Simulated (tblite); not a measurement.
# Frequency calculation, with input and output: CH7N2Si

- system: CH7N2Si, multiplicity 2
- method: GFN2-xTB harmonic vibrations, gas phase (tblite 0.8.0)

It belongs to a series of runs on one base structure; here: H removed from sp3 C.

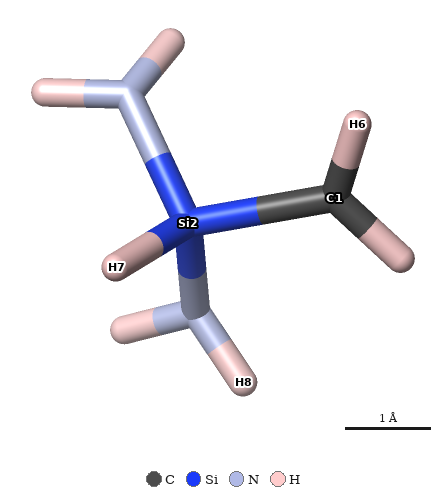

Figure 1. The structure as given in the input (stick view, seen at a tilt; atoms are numbered from 1 in the order of the input). Bond lengths as drawn: C–H 1.07 Å, C–Si 1.85 Å, H–N 1.01 Å, H–Si 1.48 Å and N–Si 1.73 to 1.74 Å.

Input
```
{"job": {"kind": "ir", "xc": "GFN2-xTB", "basis": "xTB"}, "charge": 0, "multiplicity": 2}
C     -1.450195    -0.906661    -0.135778
Si     0.202729    -0.111968    -0.356445
N      1.096701    -0.444796     1.094734
N     -0.055705     1.576130    -0.620318
H     -1.596188    -1.800821     0.442412
H     -2.313460    -0.572824    -0.681021
H      0.895133    -0.543167    -1.586828
H      1.139015    -1.395674     1.422818
H      2.001132    -0.014988     1.208047
H     -0.653938     2.065143     0.025756
H      0.740202     2.152298    -0.839340
```

The first line tells a small driver script what to run in tblite; the rest is the geometry in Å.

Run on 1 CPU thread, shared host.

Run as:
```bash
OMP_NUM_THREADS=1 python <driver script> task.json out
```

The program's output
```
mode    cm-1     km/mol
  1     123.7      0.63
  2     157.7     11.53
  3     181.0      8.45
  4     210.2      4.66
  5     223.3     13.30
  6     264.2     14.22
  7     508.1     11.91
  8     533.5    116.16
  9     555.1    345.35
 10     639.7     99.06
 11     671.7     25.38
 12     736.6     92.52
 13     767.9     22.06
 14     792.3     20.96
 15     831.5    100.99
 16     899.3    238.26
 17     929.7    254.67
 18    1394.5      1.56
 19    1536.3     28.51
 20    1538.7     48.34
 21    2114.1    310.72
 22    3108.0     12.62
 23    3152.3     40.47
 24    3474.8      0.35
 25    3479.1      0.57
 26    3509.6      2.51
 27    3512.5      5.76
```

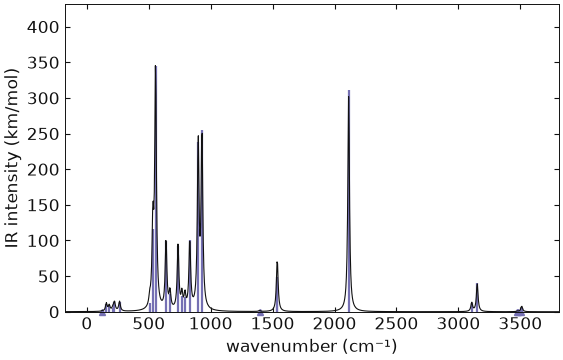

Figure 2. Harmonic infrared spectrum, unscaled: sticks (degenerate modes added up, dark ones marked on the axis) with a Lorentzian envelope of 16 cm⁻¹ full width, scaled to the tallest stick. 27 modes from 124 to 3512 cm⁻¹, none imaginary. The strongest line is at 555 cm⁻¹ (345 km/mol).

Results in brief

```tsv
quantity	value
outcome	converged
total energy	−359.5784 eV
zero-point energy	51.2440 kcal/mol
peak memory	0.23 GiB
```
